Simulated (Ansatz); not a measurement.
# Single-point calculation, with input and output: CH₇FSn

System: CH₇FSn.
Method: RKS PBE0-D4/def2-TZVPP (Ansatz 0.2.0).

The geometry is the reactant side of a reaction. The reaction was set up to form Sn1–F7 and C2–H6 and to break Sn1–C2 and H6–F7 (atoms counted from 1 in the order of the input); sticks are drawn by distance alone. The geometry comes from this level: PBE0-D4/def2-TZVP.

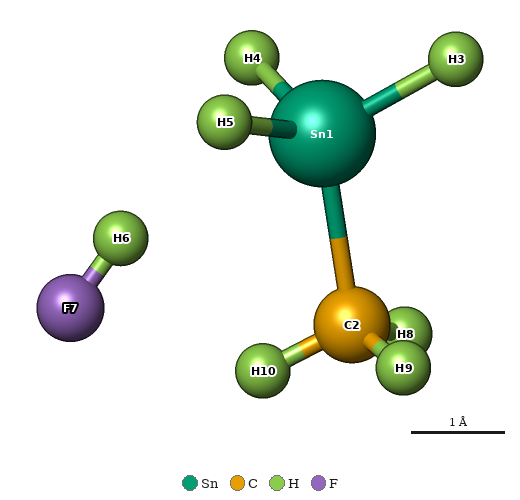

Fig. 1: The structure as given in the input (ball-and-stick view, seen at a tilt; atoms are numbered from 1 in the order of the input). Sticks mark near contacts.

## Results in brief

```tsv
quantity	value
outcome	converged
total energy	−9696.9596 eV
mean-field energy	−9696.8388 eV
dispersion energy	−0.1208 eV
SCF solution under orbital rotations	stable
HOMO	−8.77 eV
LUMO	−0.01 eV
hardware	4 threads of Intel Xeon @ 2.50GHz, 180 GiB of memory available, shared host
wall time	3.4 s (CPU time 11 s)
peak memory	0.44 GiB
```

## The input
```yaml
crystal:
  periodic: [false, false, false]
  atoms:
    - {symbol: Sn, position_ang: [-0.909824, 0.583206, -0.349291]}
    - {symbol: C, position_ang: [0.025410, -1.331222, -0.269876]}
    - {symbol: H, position_ang: [-1.572245, 0.916942, -1.885474]}
    - {symbol: H, position_ang: [-2.101257, 0.767420, 0.856496]}
    - {symbol: H, position_ang: [0.287307, 1.799342, -0.063697]}
    - {symbol: H, position_ang: [1.553043, 1.331446, 0.951220]}
    - {symbol: F, position_ang: [2.149779, 0.909481, 1.526825]}
    - {symbol: H, position_ang: [-0.727226, -2.116704, -0.333367]}
    - {symbol: H, position_ang: [0.722775, -1.435180, -1.100637]}
    - {symbol: H, position_ang: [0.572138, -1.424634, 0.667802]}
basis:
  gaussian: {orbitals: def2-TZVPP}
hamiltonian: {xc: pbe0, dispersion: d4}
output: {orbitals: {seedname: orbitals}}
```

Launched with:
```bash
ansatz run in.yaml --threads 4 --pin off --events-out ev --progress --plain --max-ram 9574MiB
```

## The program's output
```
Functional definition: PBE0
  name "PBE0"
  cite "Adamo & Barone, J. Chem. Phys. 110, 6158 (1999) doi:10.1063/1.478522"
  cite "Perdew, Burke & Ernzerhof, Phys. Rev. Lett. 77, 3865 (1996) doi:10.1103/PhysRevLett.77.3865"
  parent pbe
  parameter a = 0.25
  parameter kappa = 0.804
  parameter beta = 0.06672455060314922
  exchange = (1 - a)*pbe_x(kappa = kappa, mu = beta*pi^2/3) + a*exact_x
  correlation = pbe_c(beta = beta)
1210 factors; their error is unknown
mean field evaluation 1: about -9689.8892 eV, gradient 5.8e1 eV
mean field evaluation 2: about -9684.4872 eV, gradient 7.4e1 eV
mean field evaluation 4: about -9696.7454 eV, gradient 2.5e0 eV
mean field evaluation 8: about -9696.7570 eV, gradient 2.2e-2 eV
mean field evaluation 16: about -9696.8387 eV, gradient 2.3e-5 eV
mean field -9696.83873335 eV, -356.3522506974 hartree, gradient 2.3e-5 eV, S^2 0.000000; 0 other end points of the search recorded, 0 dependent functions left out
reference -9696.83876903 eV, -356.3522520085 hartree; 22, 22 occupied and 188, 188 virtual orbitals, 1210 factors
Total energy: -9696.95959937 eV, -356.3566924416 hartree
```

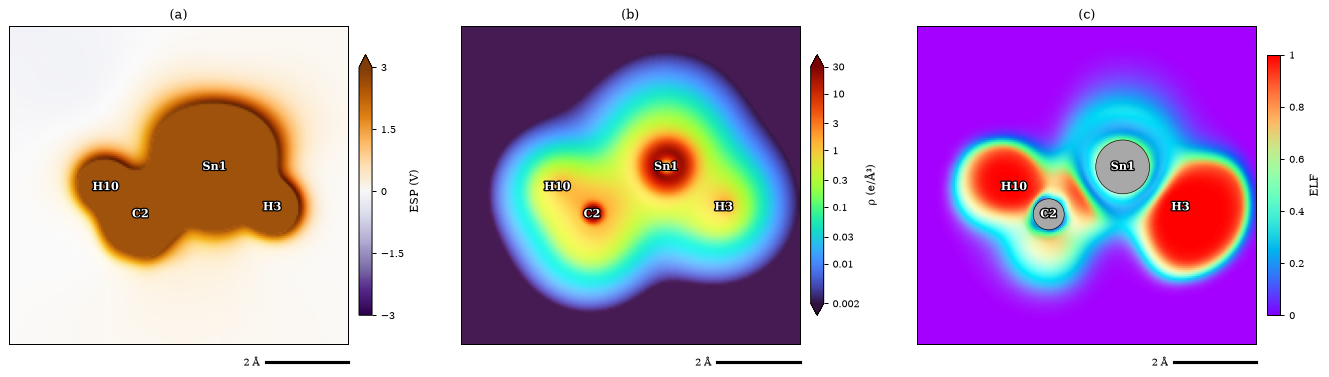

Fig. 2: (a) electrostatic potential; (b) electron density; (c) electron localisation function on the plane of atoms C2, Sn1 and H3. Grey discs, where drawn, cover atomic cores. The section cuts through Sn, C and H sites. C–Sn (2.13 Å): ρ at the midpoint is about 0.73 e/Å³; the ELF peaks at about 0.90 in the valence shell of C, 0.7 Å from its nucleus, and drops to about 0.20 between the two atoms. Sn–H (1.71 Å): ρ at the midpoint is about 1.2 e/Å³, with its minimum of 0.77 e/Å³ about 1.1 Å from Sn; the ELF climbs to about 1 towards the hydrogen.

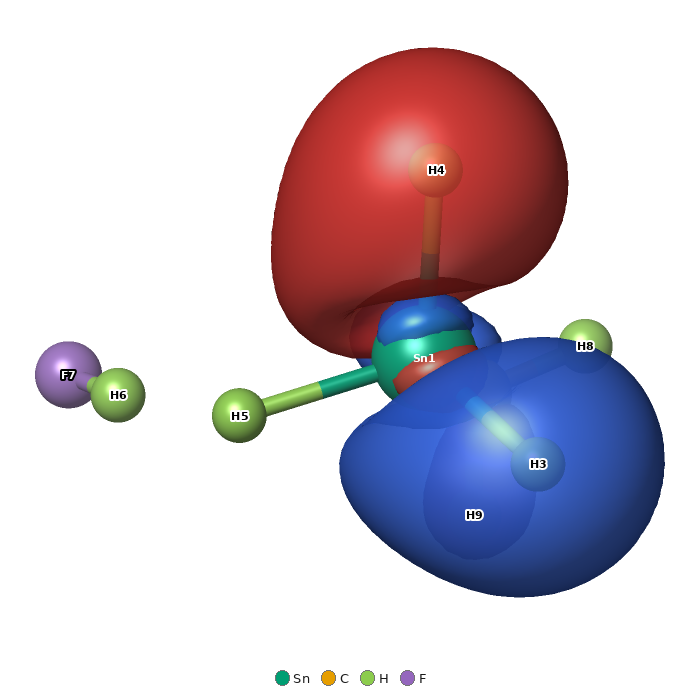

Fig. 3: One frontier orbital at ±0.1 Å⁻³ᐟ² (red and blue are the two phases), seen from the side. The HOMO−1, at −9.24 eV. Its weight (Hirshfeld) is mainly on Sn1 (40 %), H4 (25 %) and H3 (25 %).

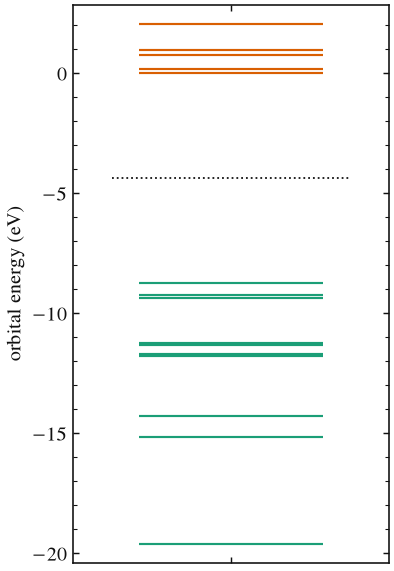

Fig. 4: Orbital energies near the frontier; the dotted line parts filled from empty levels, and levels within 0.02 eV of each other stand side by side. Highest filled −8.77 eV, lowest empty −0.01 eV, 8.76 eV apart.
